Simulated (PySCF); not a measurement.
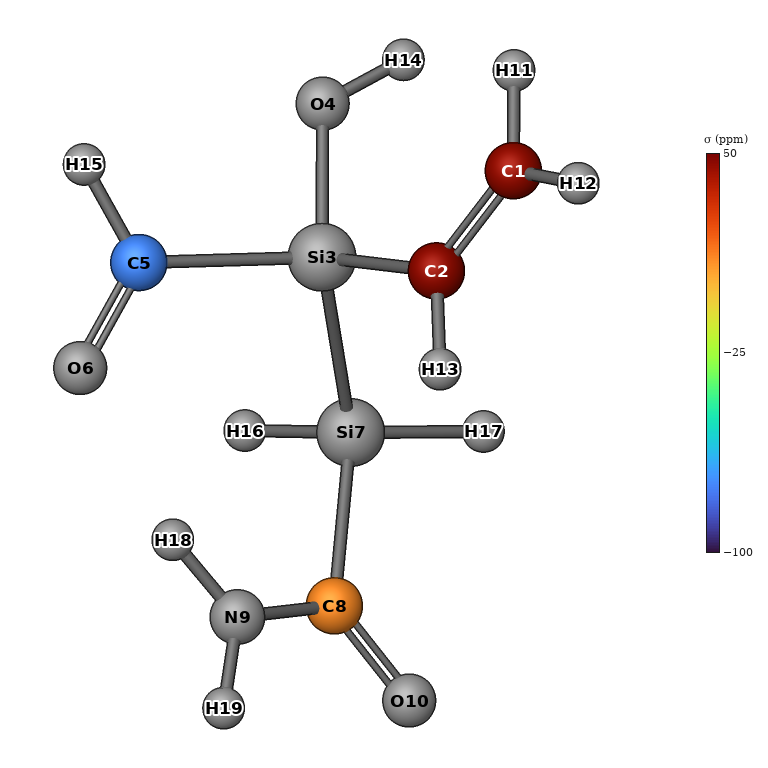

Atoms are coloured by their isotropic NMR shieldings (C only, the others grey). Computed geometry: GFN2-xTB optimisation. No frequency run is at hand to confirm it as a minimum. Method: GIAO PBE0/pcSseg-1 NMR shielding, non-relativistic, gas phase (PySCF 2.14.0).

Which C atom is the most shielded (lowest chemical shift)?

C2 (45.2 ppm).

Which C atom is the least shielded (highest chemical shift)?

C5 (−73.7 ppm).

How wide is the range of C shifts?

118.9 ppm.

Give the isotropic NMR shieldings of the C atoms atom by atom.

| atom | σ (ppm) |
| --- | --- |
| C1 | 44.2 |
| C2 | 45.2 |
| C5 | −73.7 |
| C8 | 9.7 |

The geometry is semi-empirical. Around Si such bond lengths and angles can be off by a tenth of an ångström or more and by several degrees, and values that hang on the shape move with them.
